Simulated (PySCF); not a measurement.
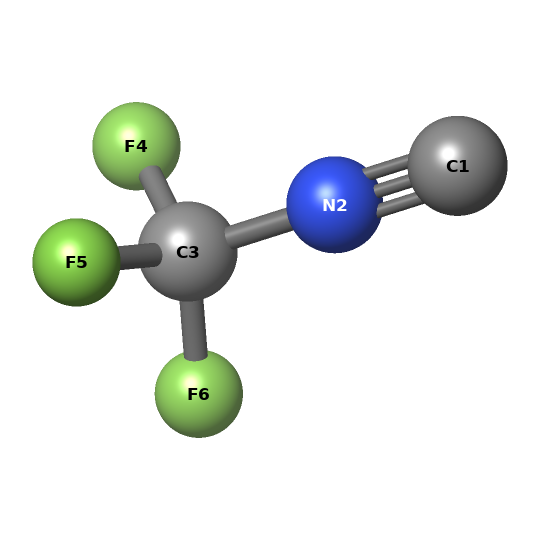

The computed structure is the end point of a GFN2-xTB optimisation. No frequency run is at hand to confirm it as a minimum. Level of theory: B3LYP/pcJ-1 indirect spin-spin coupling, non-relativistic, gas phase (PySCF 2.14.0). Isotopes: 13C, 19F, 15N.

Give the spin–spin coupling constants of these pairs, with the number of bonds between them: C1/N2, N2/C3, C3/F4, C3/F5, N2/F5, N2/F4, C1/F6, C1/F4.

| pair | bonds apart | J (Hz) |
| --- | --- | --- |
| C1, N2 | 1 | −6.6 |
| N2, C3 | 1 | −37.6 |
| C3, F4 | 1 | −343.0 |
| C3, F5 | 1 | −343.0 |
| N2, F5 | 2 | −20.5 |
| N2, F4 | 2 | −20.5 |
| C1, F6 | 3 | −1.5 |
| C1, F4 | 3 | −1.5 |

Density functionals are unreliable for couplings to fluorine, so those rows may be far off.
